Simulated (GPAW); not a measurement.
Band structure of NiAl (Pm-3m, 2 atoms in the cell).

```
CELL_PARAMETERS angstrom
      2.89000     0.00000     0.00000
      0.00000     2.89000     0.00000
      0.00000     0.00000     2.89000
ATOMIC_POSITIONS crystal
  Al 0.50000 0.50000 0.50000
  Ni 0.00000 0.00000 0.00000
```

Method of the run: PBE, GPAW PAW datasets PBE (gpaw-data 1.0.1) (plane waves; GPAW).

Settings: mode = pw; ecut = 850 eV; xc = PBE; kpts = 9 9 9; mesh shift (steps) = 0 0 0; occupations.name = methfessel-paxton; occupations.width = 0.136 eV; occupations.order = 0; nbands = -8; convergence.density = 1e-05 e/electron; convergence.energy = 1e-05 eV/electron; symmetry.symmorphic = false; symmetry.tolerance = 0.0005; maxiter = 120.

The starting cell has typed, rounded lattice constants, without a prior relaxation at this level. Spin polarisation is off.

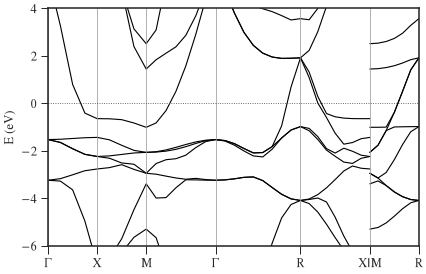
*Bands along the path, energies from the Fermi level.*

Levels in eV from the Fermi level, bands 6 to 13:
```tsv
point	6	7	8	9	10	11	12	13
Γ	-3.24	-1.52	-1.52	-1.52	5.40	5.40	5.40	8.14
X	-2.76	-2.24	-2.24	-1.43	-0.64	8.21	9.89	9.89
M	-2.94	-2.94	-2.06	-2.06	-1.01	1.45	2.51	12.13
R	-4.09	-0.98	-0.98	1.92	1.92	1.92	3.57	4.50
```

Bands cross the Fermi level along this path, so the cell is metallic at this level.
